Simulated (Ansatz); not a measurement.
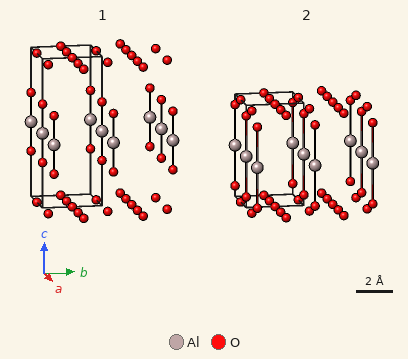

Two geometries of solid AlO₅ (a generated structure, set up in P4/mmm) (coarse preliminary run), drawn at one scale. One is the start of a relaxation, the other its converged end. A ball-and-stick model of the cell of the calculation, repeated 2 × 2 × 1 with one cell outlined, seen slightly off an axis.

Method: DFT PBE, scalar-relativistic, plane waves, PAW in Ansatz. (plane-wave cutoff 420 eV; k-point mesh 6 × 6 × 4; occupations gaussian; smearing width 0.1 eV; no spin polarisation; cell and atoms relaxed; force threshold 0.04 eV/Å; at most 70 steps)

Which of the two is the end point?

Structure 1 is the relaxed one. The largest moves relative to the cell, 1.70 Å, are those of O atoms. Al stays in place. The volume changes by +54.8 %, with a = b 3.271 → 3.371 Å (+3.1 %), c 5.806 → 8.461 Å (+45.7 %). Near-neighbour distances that change, for instance: O–O 1.198 → 5.143 Å, O–O 1.742 → 3.075 Å, Al–O 2.304 → 1.659 Å. Bonds break: O–O (1.20 → 5.14 Å). The space group stays P4/mmm (No. 123). After 27 accepted moves (34 points after the start) the energy has fallen by 9.904 eV per cell of the calculation. The largest force component goes from 13 to 0.0097 eV/Å. The pressure goes from 77.50 to 0.07 GPa. The line search rejected the trial step at point 13 of the run. The SCF was repeated 6 times at an unchanged geometry on a basis and grid sized afresh for the cell, which shifted the energy by 0.331 eV per cell of the calculation at most. Cost: 6.2 min on 1 thread of Intel(R) Xeon(R) Processor @ 2.50GHz (Skylake/Cascade Lake) (shared host), peak memory 0.39 GiB.

Limits of the set-up: an odd number of electrons was run without spin polarisation, which fails if the electron would localise.
